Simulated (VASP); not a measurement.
# YGe with PBEsol: from relaxation to properties, part 3 of 6

Wanted: the relaxed cell of YGe and its properties. The start is a computed cell from the Materials Project.

VASP 6.6.1; PBEsol; plane waves and PAW (Y_sv, Ge_d).

So far. Step 3 (Second relaxation): It ends with a largest force of 0.008 eV/Å and a pressure of 0.00 GPa. The volume moved by under 0.01 %: the run met its threshold at the first step. Step 4 (Density, ELF and potential (PBEsol)): In this run the pressure is 0.00 GPa, small enough to go on.

## 5. Bands along the symmetry lines (PBEsol)

Levels along the symmetry lines show where the bands peak and cross; KPOINTS_OPT computes them in the converged potential.

File INCAR:

```
SYSTEM = YGe
PREC = Accurate
ENCUT = 410
EDIFF = 1E-06
NELM = 100
ISMEAR = 0
SIGMA = 0.05
LREAL = .FALSE.
ALGO = Normal
GGA = PS
NBANDS = 39
LASPH = .TRUE.
LORBIT = 11
LWAVE = .FALSE.
LCHARG = .FALSE.
KPAR = 4
```

File POSCAR:

```
YGe
1.0
    2.1107708540     -5.2980193910      0.0000000000
    2.1107708540      5.2980193910      0.0000000000
    0.0000000000      0.0000000000      3.9333052795
Y Ge
2 2
Direct
    0.1380232545      0.8619767455      0.2500000000
    0.8619767455      0.1380232545      0.7500000000
    0.4153710894      0.5846289106      0.2500000000
    0.5846289106      0.4153710894      0.7500000000
```

File KPOINTS:

```
Automatic mesh
0
Gamma
6 6 6
0 0 0
```

File KPOINTS_OPT:

```
Line mode
16
Line-mode
Reciprocal
  0.00000000   0.00000000   0.00000000 GAMMA
  0.28968214   0.28968214   0.00000000 X

  0.28968214   0.28968214   0.00000000 X
  0.00000000   0.50000000   0.00000000 S

  0.00000000   0.50000000   0.00000000 S
  0.00000000   0.50000000   0.50000000 R

  0.00000000   0.50000000   0.50000000 R
  0.28968214   0.28968214   0.50000000 A

  0.28968214   0.28968214   0.50000000 A
  0.00000000   0.00000000   0.50000000 Z

  0.00000000   0.00000000   0.50000000 Z
  0.00000000   0.00000000   0.00000000 GAMMA

  0.00000000   0.00000000   0.00000000 GAMMA
 -0.50000000   0.50000000   0.00000000 Y

 -0.50000000   0.50000000   0.00000000 Y
 -0.28968214   0.71031786   0.00000000 X1

 -0.28968214   0.71031786   0.00000000 X1
 -0.28968214   0.71031786   0.50000000 A1

 -0.28968214   0.71031786   0.50000000 A1
 -0.50000000   0.50000000   0.50000000 T

 -0.50000000   0.50000000   0.50000000 T
 -0.50000000   0.50000000   0.00000000 Y

  0.00000000   0.00000000   0.50000000 Z
 -0.50000000   0.50000000   0.50000000 T
```

The projector-augmented-wave data sets are Y_sv and Ge_d (PBE family, release 64).

Launch:

```sh
> mpirun -np 4 vasp_std
```

Output:

```text
[... set-up lines as in an earlier step ...]
 entering main loop
       N       E                     dE             d eps       ncg     rms          rms(c)
DAV:   1     0.409359272772E+03    0.40936E+03   -0.20191E+04  5300   0.240E+03
DAV:   2     0.414950863606E+02   -0.36786E+03   -0.34715E+03  4134   0.655E+02
DAV:   3    -0.226456282523E+02   -0.64141E+02   -0.62927E+02  4743   0.150E+02
DAV:   4    -0.285673398446E+02   -0.59217E+01   -0.58554E+01  6968   0.405E+01
DAV:   5    -0.286691375523E+02   -0.10180E+00   -0.10177E+00  5111   0.598E+00    0.413E+01
DAV:   6    -0.275427335399E+02    0.11264E+01   -0.12455E+00  6406   0.571E+00    0.275E+01
DAV:   7    -0.274378033664E+02    0.10493E+00   -0.13995E+00  6206   0.703E+00    0.441E+00
DAV:   8    -0.273807912245E+02    0.57012E-01   -0.24497E-01  5132   0.380E+00    0.853E-01
DAV:   9    -0.273808077287E+02   -0.16504E-04   -0.38601E-02  5417   0.149E+00    0.197E-01
DAV:  10    -0.273807997420E+02    0.79866E-05   -0.13497E-03  5115   0.210E-01    0.510E-02
DAV:  11    -0.273807988734E+02    0.86863E-06   -0.62191E-05  5373   0.519E-02    0.409E-02
DAV:  12    -0.273807998040E+02   -0.93062E-06   -0.61944E-06  5197   0.162E-02
   1 F= -.27380800E+02 E0= -.27378745E+02  d E =-.410883E-02
 Start KPOINTS_OPT (optional k-point list driver)
k-point batch [1-52\192]
       N       E                     dE             ncg
DAV:   1    -0.142907171397E+05   -0.70141E+05     5360
DAV:   2    -0.333884777748E+05   -0.19098E+05     4111
DAV:   3    -0.366921975027E+05   -0.33037E+04     4952
DAV:   4    -0.369965931730E+05   -0.30440E+03     6630
DAV:   5    -0.370043184004E+05   -0.77252E+01     5293
DAV:   6    -0.370044154849E+05   -0.97085E-01     5406
DAV:   7    -0.370044186570E+05   -0.31721E-02     5296
DAV:   8    -0.370044187740E+05   -0.11697E-03     5256
DAV:   9    -0.370044187757E+05   -0.16878E-05     3041
DAV:  10    -0.370044187759E+05   -0.20243E-06     3078
[...]
k-point batch [157-192\192]
       N       E                     dE             ncg
DAV:   1     0.132146991628E+05   -0.50374E+05     3700
DAV:   2     0.754517087011E+02   -0.13139E+05     2879
DAV:   3    -0.217093401687E+04   -0.22464E+04     3402
DAV:   4    -0.238222312108E+04   -0.21129E+03     4821
DAV:   5    -0.238702199289E+04   -0.47989E+01     3701
DAV:   6    -0.238708662209E+04   -0.64629E-01     3894
DAV:   7    -0.238708900017E+04   -0.23781E-02     3876
DAV:   8    -0.238708906774E+04   -0.67562E-04     3615
DAV:   9    -0.238708906908E+04   -0.13420E-05     2273
DAV:  10    -0.238708906922E+04   -0.14366E-06     2176
```

Elapsed: 85 s, on 4 MPI ranks of AMD EPYC 9R14 (Zen 4), shared host; peak memory 1.2 GiB.

From OUTCAR (step 5):

```text
   k-points           NKPTS =     52   k-points in BZ     NKDIM =     52   number of bands    NBANDS=     39

   NELECT =      50.0000    total number of electrons

 E-fermi :   5.1897

 k-point     1 :       0.0000    0.0000    0.0000
  band No.  band energies     occupation
    ...
     20      -1.8234      2.00000
     21       2.4125      2.00000
     22       3.3284      2.00000
     23       3.9605      2.00000
     24       4.2086      2.00000
     25       5.5795      0.00000
     26       5.8545      0.00000
     27       6.6461      0.00000
     28       7.8308      0.00000
     29       8.0671      0.00000
    ...

  Total        0.0024130     -0.0325287     -0.0039710      0.0000000      0.0000000      0.0000000
  in kB        0.0439470     -0.5924267     -0.0723222      0.0000000      0.0000000      0.0000000
  external PRESSURE =      -0.2069340 kB  Pullay stress =       0.0000000 kB

 POSITION                                       TOTAL-FORCE (eV/Angst)
 -----------------------------------------------------------------------------------
      2.11077      3.83552      0.98333         0.000000      0.004518     -0.000000
      2.11077     -3.83552      2.94998         0.000000     -0.004518      0.000000
      2.11077      0.89673      0.98333         0.000000      0.007930     -0.000000
      2.11077     -0.89673      2.94998         0.000000     -0.007930      0.000000
 -----------------------------------------------------------------------------------
    total drift:                                0.000000      0.000000     -0.000000

  FREE ENERGIE OF THE ION-ELECTRON SYSTEM (eV)
  ---------------------------------------------------
  free  energy   TOTEN  =       -27.3807998040 eV

  energy  without entropy=      -27.3766909694  energy(sigma->0) =      -27.37874539

[... 9 parts as in an earlier step ...]

[... 7 further parts left out ...]
```

Spin-orbit coupling is off here; it would split degenerate levels.

This step gave:

```yaml
scf_cycles: 12
bands: 39
pressure: -0.02069 GPa
```

The electronic bands at the labelled points (eV, zero at the Fermi level; # counts the bands kept, so #1 is VASP's band 19):

| point | #4 | #5 | #6 | #7 | #8 | #9 | #10 | #11 |
| --- | --- | --- | --- | --- | --- | --- | --- | --- |
| Γ | -1.86 | -1.23 | -0.98 | 0.39 | 0.66 | 1.46 | 2.64 | 2.88 |
| X | -2.36 | -2.23 | -1.97 | 0.35 | 0.92 | 1.03 | 2.06 | 2.12 |
| S | -3.01 | -2.22 | -1.93 | 0.15 | 1.21 | 1.52 | 2.22 | 2.54 |
| R | -3.03 | -2.11 | -2.11 | -0.50 | -0.50 | 3.33 | 3.33 | 3.51 |
| A | -3.34 | -1.98 | -1.98 | -0.21 | -0.21 | 2.30 | 2.30 | 4.00 |
| Z | -3.09 | -1.95 | -1.95 | -1.03 | -1.03 | 2.97 | 2.97 | 3.91 |
| Γ | -1.86 | -1.23 | -0.98 | 0.39 | 0.66 | 1.46 | 2.64 | 2.88 |
| Y | -1.54 | -1.51 | -0.84 | -0.78 | 1.47 | 2.01 | 2.04 | 2.09 |
| X1 | -2.36 | -2.23 | -1.97 | 0.35 | 0.92 | 1.03 | 2.06 | 2.12 |
| A1 | -3.34 | -1.98 | -1.98 | -0.21 | -0.21 | 2.30 | 2.30 | 4.00 |
| T | -4.19 | -1.51 | -1.51 | -0.08 | -0.08 | 2.00 | 2.00 | 2.55 |
| Y | -1.54 | -1.51 | -0.84 | -0.78 | 1.47 | 2.01 | 2.04 | 2.09 |
| jump to Z | -3.09 | -1.95 | -1.95 | -1.03 | -1.03 | 2.97 | 2.97 | 3.91 |
| T | -4.19 | -1.51 | -1.51 | -0.08 | -0.08 | 2.00 | 2.00 | 2.55 |

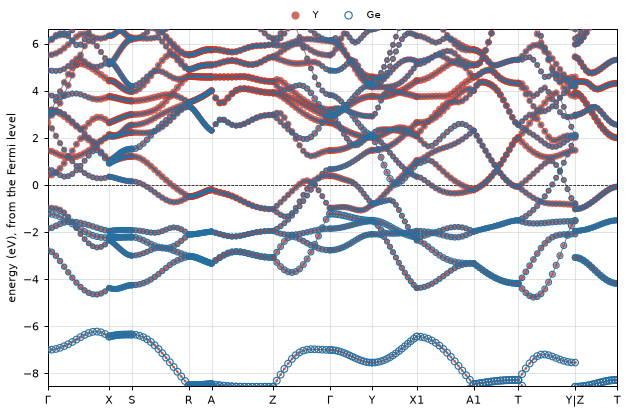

Electronic bands along the path; dots are coloured as in the legend, and their area grows with the weight.

There is no gap at this level.

## 6. Density of states (PBEsol)

A density of states needs more k-points than a total energy; ISMEAR = -5 takes tetrahedra, and LORBIT projects the states on the PAW spheres. The mesh is finer than in the run before.

INCAR, as its differences from that of step 5:

```diff
@@ -5,3 +5,3 @@
 NELM = 100
-ISMEAR = 0
+ISMEAR = -5
 SIGMA = 0.05
@@ -16 +16,2 @@
 KPAR = 4
+NEDOS = 2001
```

POSCAR is that of step 5.

File KPOINTS:

```
Automatic mesh
0
Gamma
9 9 8
0 0 0
```

Launch:

```sh
> mpirun -np 4 vasp_std
```

Output:

```text
[... set-up lines as in an earlier step ...]
 entering main loop
       N       E                     dE             d eps       ncg     rms          rms(c)
DAV:   1     0.407409382303E+03    0.40741E+03   -0.20095E+04 12741   0.238E+03
DAV:   2     0.418343967152E+02   -0.36557E+03   -0.34560E+03  9885   0.656E+02
DAV:   3    -0.226213745860E+02   -0.64456E+02   -0.63298E+02 11176   0.149E+02
DAV:   4    -0.285703655400E+02   -0.59490E+01   -0.58774E+01 16968   0.406E+01
DAV:   5    -0.286745387863E+02   -0.10417E+00   -0.10407E+00 12172   0.604E+00    0.412E+01
DAV:   6    -0.275655097494E+02    0.11090E+01   -0.11573E+00 15545   0.567E+00    0.274E+01
DAV:   7    -0.274617481791E+02    0.10376E+00   -0.14180E+00 14904   0.705E+00    0.442E+00
DAV:   8    -0.274013879378E+02    0.60360E-01   -0.26619E-01 12335   0.400E+00    0.852E-01
DAV:   9    -0.274015534610E+02   -0.16552E-03   -0.38695E-02 13279   0.153E+00    0.214E-01
DAV:  10    -0.274015396379E+02    0.13823E-04   -0.13150E-03 12761   0.207E-01    0.601E-02
DAV:  11    -0.274015340735E+02    0.55643E-05   -0.70939E-05 13553   0.600E-02    0.381E-02
DAV:  12    -0.274015350021E+02   -0.92850E-06   -0.47568E-06 11431   0.136E-02
   1 F= -.27401535E+02 E0= -.27401535E+02  d E =0.000000E+00
 -----------------------------------------------------------------------------
|                                                                             |
|           W    W    AA    RRRRR   N    N  II  N    N   GGGG   !!!           |
|           W    W   A  A   R    R  NN   N  II  NN   N  G    G  !!!           |
|           W    W  A    A  R    R  N N  N  II  N N  N  G       !!!           |
|           W WW W  AAAAAA  RRRRR   N  N N  II  N  N N  G  GGG   !            |
|           WW  WW  A    A  R   R   N   NN  II  N   NN  G    G                |
|           W    W  A    A  R    R  N    N  II  N    N   GGGG   !!!           |
|                                                                             |
|     Tetrahedron method does not include variations of the Fermi             |
|     occupations, so forces and stress will be inaccurate. We suggest        |
|     using a different smearing scheme ISMEAR = 1 or 2 for metals in         |
|     relaxations.                                                            |
|                                                                             |
 -----------------------------------------------------------------------------
```

Wall time 59 s (4 MPI ranks); peak memory 1.5 GiB; 3.8 min of CPU time.

OUTCAR, selected parts (step 6):

```text
   k-points           NKPTS =    125   k-points in BZ     NKDIM =    125   number of bands    NBANDS=     39

   NELECT =      50.0000    total number of electrons

 E-fermi :   5.2061

 k-point     1 :       0.0000    0.0000    0.0000
  band No.  band energies     occupation
    ...
     20      -1.8256      2.00000
     21       2.4144      2.00000
     22       3.3249      2.00000
     23       3.9544      2.00000
     24       4.2067      2.00000
     25       5.5765      0.00000
     26       5.8564      0.00000
     27       6.6475      0.00000
     28       7.8292      0.00000
     29       8.0632      0.00000
    ...

  Total        0.1701925      0.0857005     -0.3747045      0.0000000      0.0000000      0.0000000
  in kB        3.0996226      1.5608159     -6.8242865      0.0000000      0.0000000      0.0000000
  external PRESSURE =      -0.7212827 kB  Pullay stress =       0.0000000 kB

 POSITION                                       TOTAL-FORCE (eV/Angst)
 -----------------------------------------------------------------------------------
      2.11077      3.83552      0.98333         0.000000     -0.042662     -0.000000
      2.11077     -3.83552      2.94998         0.000000      0.042662     -0.000000
      2.11077      0.89673      0.98333         0.000000      0.001095      0.000000
      2.11077     -0.89673      2.94998         0.000000     -0.001095     -0.000000
 -----------------------------------------------------------------------------------
    total drift:                                0.000000      0.000000     -0.000000

  FREE ENERGIE OF THE ION-ELECTRON SYSTEM (eV)
  ---------------------------------------------------
  free  energy   TOTEN  =       -27.4015350021 eV

  energy  without entropy=      -27.4015350021  energy(sigma->0) =      -27.40153500

[... 7 parts as in an earlier step ...]

[... 9 further parts left out ...]
```

With tetrahedra the forces and stress of a metal are not exact derivatives of the energy.

This step gave:

```yaml
irreducible_k_points: 125
free_energy_toten: -27.40 eV
fermi_energy: 5.206 eV
pressure: -0.07213 GPa
dos_at_the_fermi_level: 2.182 states/eV/cell
```

The density of states has structure finer than the step of the table below, so its rows give means over 1 eV, whole bins alone (the curve runs from -12.0 to 3.12 eV). Peaks (eV: height): total -2.8: 3.22, -2.0: 5.58, -0.6: 2.79, 2.9: 4.91; Y d -2.0: 1.05, 0.9: 1.03, 1.3: 1.10, 2.9: 2.52; Ge p -2.8: 0.922, -2.0: 1.60, 2.5: 0.327; Y p -2.8: 0.257, -1.9: 0.733, -0.6: 0.242, 2.9: 0.224; Y s -7.2: 0.0474, -3.6: 0.195, -2.8: 0.163, 2.8: 0.177.

States under -12.0 eV and over 3.1 eV are left out. The density of states by energy, zero at the Fermi level; means over each step; values in states/eV/cell:

| energy (eV) | total | Y d | Ge p | Y p | Y s | Ge s |
| --- | --- | --- | --- | --- | --- | --- |
| -11 | 0.138 | 7.4e-4 | 0.00215 | 0.00312 | 0.00642 | 0.0718 |
| -10 | 1.15 | 0.0209 | 0.0275 | 0.0552 | 0.0235 | 0.617 |
| -9 | 0.710 | 0.0250 | 0.0247 | 0.0309 | 0.00851 | 0.384 |
| -8 | 0.654 | 0.0323 | 0.0236 | 0.0266 | 0.00461 | 0.360 |
| -7 | 1.27 | 0.0631 | 0.0435 | 0.0547 | 0.0274 | 0.671 |
| -6 | 0.0761 | 0.00265 | 0.00319 | 0.00484 | 0.00120 | 0.0409 |
| -5 | 0.0350 | 0.00234 | 0.00876 | 8.8e-4 | 0.00428 | 5.6e-4 |
| -4 | 1.32 | 0.101 | 0.347 | 0.0742 | 0.129 | 0.0259 |
| -3 | 2.16 | 0.252 | 0.629 | 0.165 | 0.114 | 0.0427 |
| -2 | 3.66 | 0.659 | 1.08 | 0.410 | 0.0351 | 0.0282 |
| -1 | 1.63 | 0.546 | 0.230 | 0.123 | 0.0170 | 0.00929 |
| 0 | 2.20 | 0.904 | 0.219 | 0.123 | 0.0189 | 0.0174 |
| 1 | 1.74 | 0.767 | 0.156 | 0.0799 | 0.0251 | 0.0473 |
| 2 | 2.86 | 1.34 | 0.259 | 0.127 | 0.0640 | 0.101 |

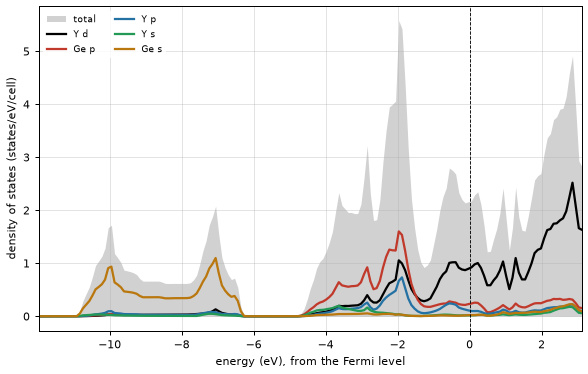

Density of states against energy.

The finer mesh and the other smearing move the Fermi level by +0.02 eV from the 6×6×6 run, a small shift, which tests the Fermi level alone. Of the states within 0.3 eV of the Fermi level, the largest shares in the PAW spheres are Y d 42 %, Ge p 11 % and Y p 5 %. The rest lies in smaller channels or between the spheres.

(Continued in part 4 of 6.)

[Lines on the potential files, build, host, timing and source positions are cut from VASP's logs without a mark.]

[Logs are printed without paths, hosts, clocks, repeated set-up lines and the standing remarks that a program may print on its own settings, such as how far it seeks lower states.]

[Hosts, paths, dates, database ids (printed as entryN), source tags and the programs' standing remarks are cut or masked in the printed files.]

[A measured line is paired with the nearest computed mode of its activity, which favours agreement.]
